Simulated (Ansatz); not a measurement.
BH3SClF: several calculations on one system

Part 1: Relaxation

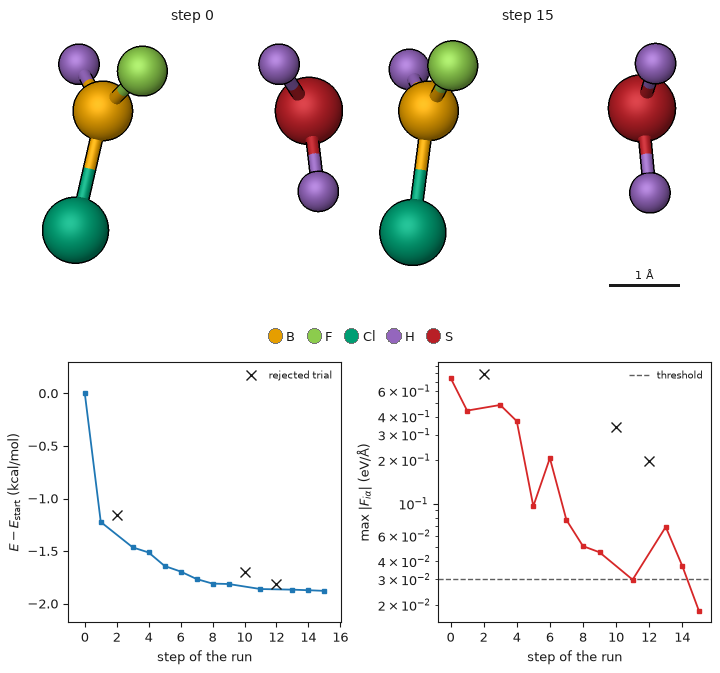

First and last geometry of a relaxation of BH3SClF, with the history of the run. The picture is a ball-and-stick view, seen face on.

The run prepares an end point of a later path (reaction) calculation, from a guessed geometry.

Level of theory: RKS B3LYP/def2-SVP in Ansatz. Set-up: no spin polarisation; force threshold 0.03 eV/Å; at most 50 steps.

> What do the curves and the structures tell?

It converged. The atom that moves furthest after the best rigid fit is an H atom (0.60 Å). By element the largest moves are H 0.60 Å, F 0.37 Å, B 0.13 Å, Cl 0.05 Å, S 0.05 Å. Near-neighbour distances that change, for instance: H–S 1.379 → 1.352 Å, B–F 1.324 → 1.319 Å. The energy falls by 1.88 kcal/mol in 12 accepted moves (15 points after the start). The largest force component goes from 0.74 to 0.018 eV/Å. The line search rejected the trial steps at points 2, 10, 12 of the run. The forces were under the threshold at step 11, but the run went on from there. Cost: 51 s on 1 thread of Arm Neoverse V1, with other jobs on the host, peak memory 0.15 GiB.

```csv
step,"E − E(0), kcal/mol","largest force component, eV/Å",note
0,0.00,0.7419,
1,-1.22,0.4407,
2,-1.16,0.7943,rejected
3,-1.46,0.4821,
4,-1.51,0.3726,
5,-1.64,0.0963,
6,-1.69,0.2068,
7,-1.77,0.0773,
8,-1.81,0.0510,
9,-1.81,0.0462,
10,-1.70,0.3419,rejected
11,-1.86,0.0299,
12,-1.81,0.1967,rejected
13,-1.87,0.0692,
14,-1.87,0.0372,
15,-1.88,0.0183,
```

Part 2: Relaxation

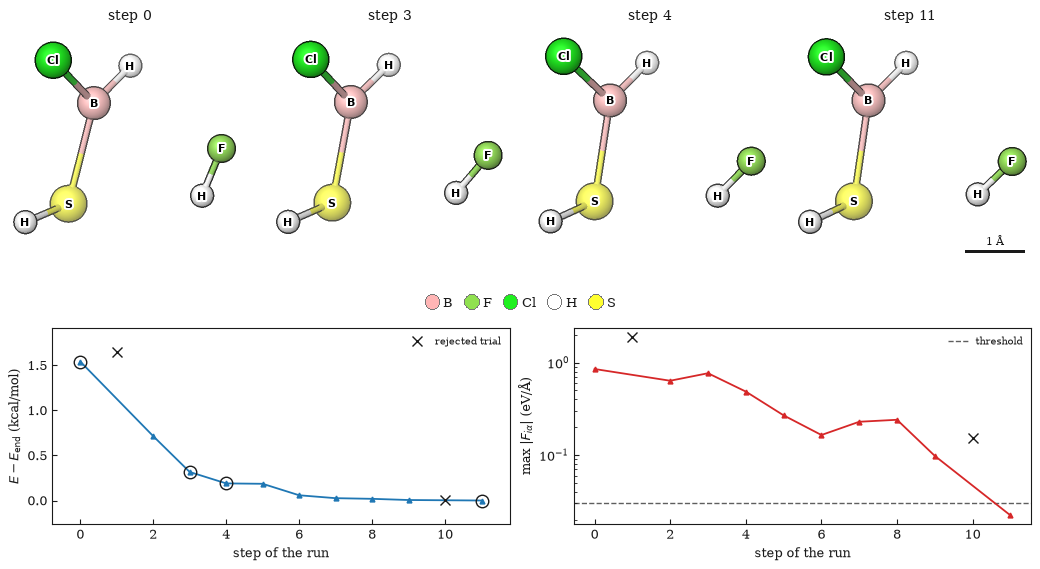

Frames of a relaxation of BH3SClF, marked on the history of the run. A ball-and-stick model, seen face on.

The run prepares an end point of a later path (reaction) calculation, from a guessed geometry.

The calculation used RKS B3LYP/def2-SVP (Ansatz). Settings: no spin polarisation; force threshold 0.03 eV/Å; at most 50 steps.

### What happens along the run?

Over 9 accepted moves (11 points after the start) the energy falls by 1.54 kcal/mol. The largest force component goes from 0.85 to 0.022 eV/Å. The line search rejected the trial steps at points 1, 10 of the run. The largest move after the best rigid fit is that of the F atom, 0.30 Å. By element the largest moves are F 0.30 Å, Cl 0.14 Å, S 0.12 Å, B 0.11 Å, H 0.11 Å. Near-neighbour distances that change, for instance: B–S 1.861 → 1.807 Å, F–H 0.926 → 0.933 Å. From step 0 to 3: the F atom moves most (0.18 Å), energy −1.23 kcal/mol. From step 3 to 4: the Cl atom moves most (0.14 Å), energy −0.13 kcal/mol. From step 4 to 11: the Cl atom moves most (0.05 Å), energy −0.19 kcal/mol.

```tsv
step	E − E(0), kcal/mol	largest force component, eV/Å	note
0	0.00	0.8531	
1	0.11	1.9088	rejected
2	-0.83	0.6369	
3	-1.23	0.7680	
4	-1.35	0.4863	
5	-1.36	0.2689	
6	-1.48	0.1648	
7	-1.52	0.2292	
8	-1.52	0.2408	
9	-1.54	0.0979	
10	-1.53	0.1531	rejected
11	-1.54	0.0222
```

Limits of the set-up: the start holds two separate molecules, 2.5 Å apart at their closest, whose relative position is a soft coordinate and is computed without a dispersion correction.

Part 3: Path

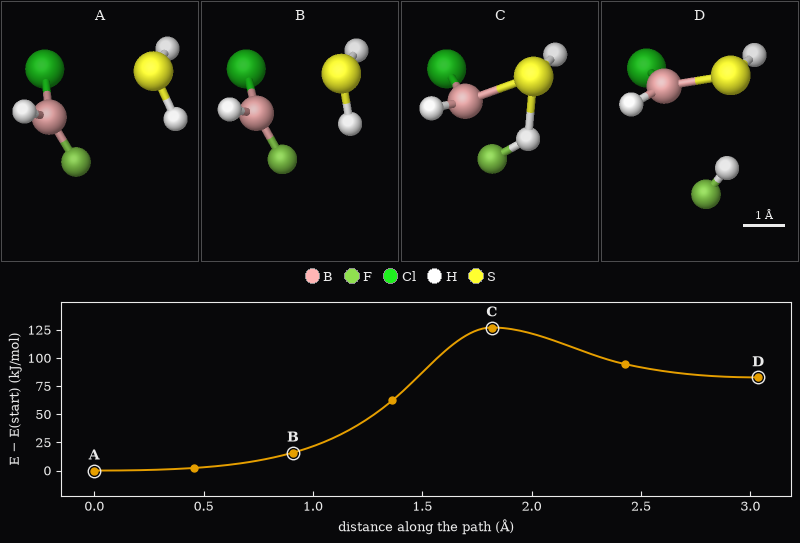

A search for the minimum-energy path of BH3SClF, made up at the start of BHClF and H2S by the nudged elastic band. Images are numbered from 0 (start) to 6 (end). Frames A to D are images 0, 2, 4, 6. Style: ball-and-stick. Shown at a tilt.

The calculation used RKS B3LYP/def2-SVP in Ansatz 0.2.0.

Input
```yaml
crystal:
  periodic: [false, false, false]
  atoms:
    - { symbol: B, position_ang: [0.013767, -0.356961, -0.126472] }
    - { symbol: F, position_ang: [-0.160146, -0.855982, 1.082121] }
    - { symbol: Cl, position_ang: [1.607369, -0.506117, -0.866806] }
    - { symbol: H, position_ang: [-0.915789, 0.072587, -0.747738] }
    - { symbol: S, position_ang: [0.367497, 2.530251, 1.202408] }
    - { symbol: H, position_ang: [1.698493, 2.289849, 1.203045] }
    - { symbol: H, position_ang: [0.192009, 1.864574, 2.365641] }
basis:
  gaussian: { orbitals: def2-SVP }
hamiltonian:
  xc: b3lyp
neb:
  order_check: false
  images: 5
  f_tol: 0.05
  max_iterations: 60
  final_atoms:
    - { symbol: B, position_ang: [0.28040538, 0.62987832, -0.32518468] }
    - { symbol: F, position_ang: [-0.30787747, -0.42959595, 2.31156149] }
    - { symbol: Cl, position_ang: [1.68262999, -0.31006875, -0.78899036] }
    - { symbol: H, position_ang: [-0.81638437, 0.29642958, -0.66757304] }
    - { symbol: S, position_ang: [0.39732293, 2.17486724, 0.60374584] }
    - { symbol: H, position_ang: [1.74116982, 2.19023028, 0.78439708] }
    - { symbol: H, position_ang: [-0.17406628, 0.48646028, 2.19424268] }
  initial_path:
    images:
      - { positions_ang: [[0.013767, -0.356961, -0.126472], [-0.160146, -0.855982, 1.082121], [1.607369, -0.506117, -0.866806], [-0.915789, 0.072587, -0.747738], [0.367497, 2.530251, 1.202408], [1.698493, 2.289849, 1.203045], [0.192009, 1.864574, 2.365641]] }
      - { positions_ang: [[0.01057783, -0.24013332, -0.0825989], [-0.12085635, -0.56012625, 1.27943615], [1.61825264, -0.35552029, -0.87080697], [-0.94692275, 0.04739503, -0.7046716], [0.40720381, 2.36211083, 1.022698], [1.63505921, 2.18569979, 1.34180709], [0.1998856, 1.5987752, 2.12633523]] }
      - { positions_ang: [[0.00738865, -0.12330564, -0.0387258], [-0.0815667, -0.2642705, 1.4767513], [1.62913629, -0.20492357, -0.87480795], [-0.9780565, 0.02220306, -0.66160519], [0.44691062, 2.19397067, 0.84298801], [1.57162543, 2.08155058, 1.48056918], [0.20776221, 1.3329764, 1.88702946]] }
      - { positions_ang: [[0.00419948, -0.00647795, 0.00514729], [-0.04227705, 0.03158525, 1.67406644], [1.64001993, -0.05432686, -0.87880892], [-1.00919025, -0.00298891, -0.61853879], [0.48661743, 2.0258305, 0.66327801], [1.50819164, 1.97740136, 1.61933127], [0.21563881, 1.0671776, 1.64772369]] }
      - { positions_ang: [[0.09626812, 0.2056408, -0.10496336], [-0.13081052, -0.12214182, 1.88656479], [1.65422328, -0.13957415, -0.8488694], [-0.94492162, 0.09681726, -0.63488354], [0.4568526, 2.07550942, 0.64343395], [1.58585104, 2.04834434, 1.34101987], [0.08573711, 0.87360516, 1.82989669]] }
      - { positions_ang: [[0.18833675, 0.41775956, -0.21507402], [-0.219344, -0.27586888, 2.09906314], [1.66842664, -0.22482145, -0.81892988], [-0.880653, 0.19662342, -0.65122829], [0.42708776, 2.12518833, 0.6235899], [1.66351043, 2.11928731, 1.06270848], [-0.04416458, 0.68003272, 2.01206968]] }
      - { positions_ang: [[0.28040538, 0.62987832, -0.32518468], [-0.30787747, -0.42959595, 2.31156149], [1.68262999, -0.31006875, -0.78899036], [-0.81638437, 0.29642958, -0.66757304], [0.39732293, 2.17486724, 0.60374584], [1.74116982, 2.19023028, 0.78439708], [-0.17406628, 0.48646028, 2.19424268]] }
```

Launched with:
```bash
ansatz run input.yaml --threads 1 --pin off --max-ram 2048MiB --backend cpu --events-out ev --progress --plain --runs-dir out
```

### Read off the barrier and say what moves.

The highest point, image 4, lies 127.1 kJ/mol above the start and 44.3 kJ/mol above the end; the end is at +82.8 kJ/mol relative to the start. Breaking: B–F (1.32 → 2.90 Å), H–S (1.35 → 2.39 Å). Forming: B–S (3.20 → 1.81 Å), F–H (3.03 → 0.93 Å). The band is converged.

Limits of the set-up: the start holds two separate molecules, 3.0 Å apart at their closest, whose relative position is a soft coordinate and is computed without a dispersion correction.

Cost: 6.1 min on 1 thread of Arm Neoverse V1, with other jobs on the host, peak memory 0.15 GiB.
